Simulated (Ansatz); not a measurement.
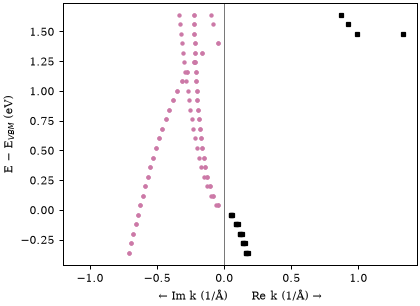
*Complex bands at the centre of the two-dimensional zone; r2SCAN in Ansatz (a first-principles code)*

The gap is the functional's own, uncorrected, and κ follows it; spin-orbit coupling is left out. Mid-gap means the computed energy nearest the middle.

Question: This is BP (F-43m, zinc blende, 2 atoms a cell, 11.6 Å³ an atom) along the normal of (001). Read off the slowest decay at the centre of the two-dimensional zone at 0.68 eV, the computed energy nearest the middle of the gap.

Answer: κ ≈ 0.18 1/Å, a decay length 1/(2κ) of the density of 2.8 Å.
